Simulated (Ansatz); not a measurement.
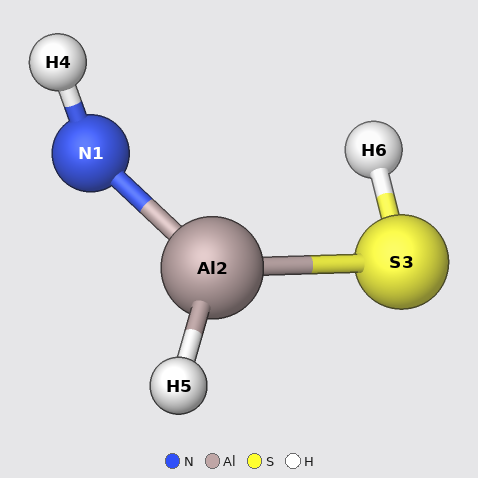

State: neutral, doublet. The geometry was computed by an optimisation with PBE-D4/def2-SVP. No frequency run is at hand to confirm it as a minimum.

### How are the neighbours of atom 3 arranged?

S3 has 2 neighbours (Al2 at 2.21, H6 at 1.36 Å); the arrangement is bent.

### Describe the coordination of atom 2.

Al2 has 3 neighbours (N1 at 1.79, S3 at 2.21, H5 at 1.59 Å); the arrangement is trigonal planar.

### Describe the coordination of atom 1.

N1 has 2 neighbours (Al2 at 1.79, H4 at 1.03 Å); the arrangement is bent.
